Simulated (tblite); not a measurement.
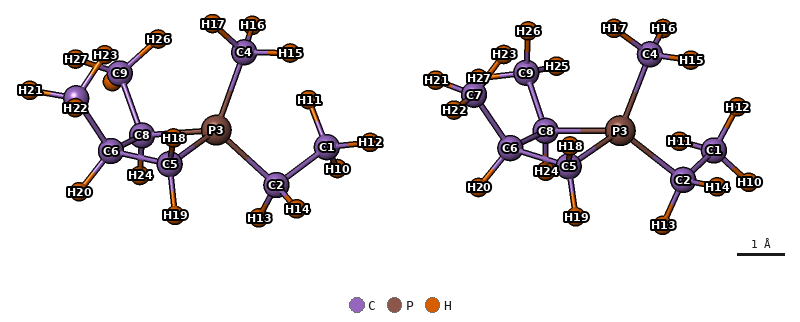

Two geometries of C$_{8}$H$_{18}$P (charge +1), drawn at one scale. One is the start of a relaxation, the other its converged end. Style: ball-and-stick. Shown at a tilt.

These are results of GFN2-xTB geometry optimisation, gas phase in tblite, not measurements. 

Question: Which one is relaxed?

Answer: The right one is the relaxed one. The largest move after the best rigid fit is that of H11, 1.55 Å. By element the largest moves are H 1.55 Å, C 0.57 Å, P 0.19 Å. Near-neighbour distances that change, for instance: C6–C8 1.492 → 1.564 Å, P3–C8 1.787 → 1.845 Å, C4–H16 1.129 → 1.090 Å, P3–C5 1.790 → 1.826 Å. Among the angles between lasting bonds that change: H18–C5–H19 115.8° → 108.9°, C2–P3–C5 109.9° → 116.4°, C8–C9–H26 105.7° → 112.1°. Groups turn about C8–C9 by about 50°, C1–C2 by about 45°, C2–P3 by about 35°. The energy falls by 27.1 kcal/mol in 148 geometry steps. The run took 1.6 s on 1 thread of Arm Neoverse V1, with other jobs on the host.
